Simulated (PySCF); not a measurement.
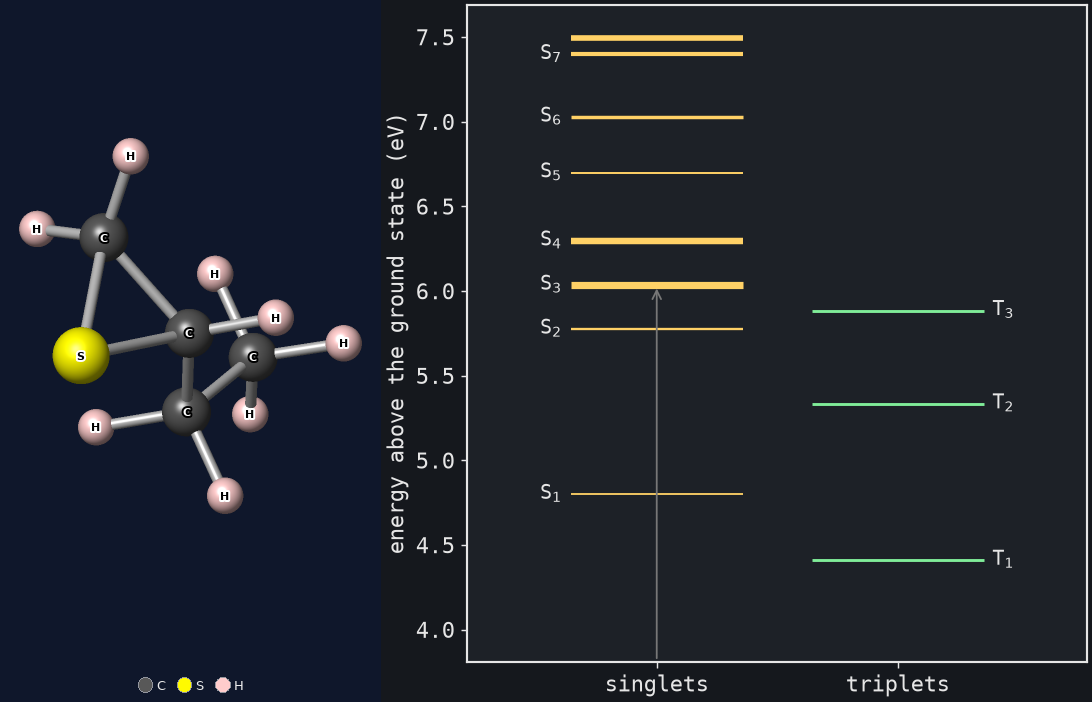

State diagram of C₄H₈S (2-ethylthiirane), SMILES CC[C@H]1CS1. Vertical TDDFT excitations, B3LYP/def2-SVPD in PySCF 2.14.0, at a GFN2-xTB geometry (no frequency check), gas phase. Triplets in the Tamm-Dancoff approximation; only the lowest 8 singlets and 3 triplets were computed. Thicker singlet lines are brighter; the arrow marks the brightest. S0, at zero, lies below the range drawn.

What are the energy, strength and character of the state that the arrow marks?

Answer. S3 at 6.04 eV (205 nm), f = 0.044, mainly HOMO → LUMO+2 (96 %).

How many of the triplet levels drawn lie below S1?

Answer. 1 of 3 (T1 4.41 eV, T2 5.33 eV, T3 5.89 eV; S1 4.80 eV).

What is the vertical gap between S1 and T1?

Answer. 0.39 eV: S1 at 4.80 eV, T1 at 4.41 eV.

Note: states above the negative HOMO energy depend on the basis; the tight-binding geometry is rougher than a DFT one and adds to the error; one conformer of a flexible molecule; core orbitals are frozen in the response.
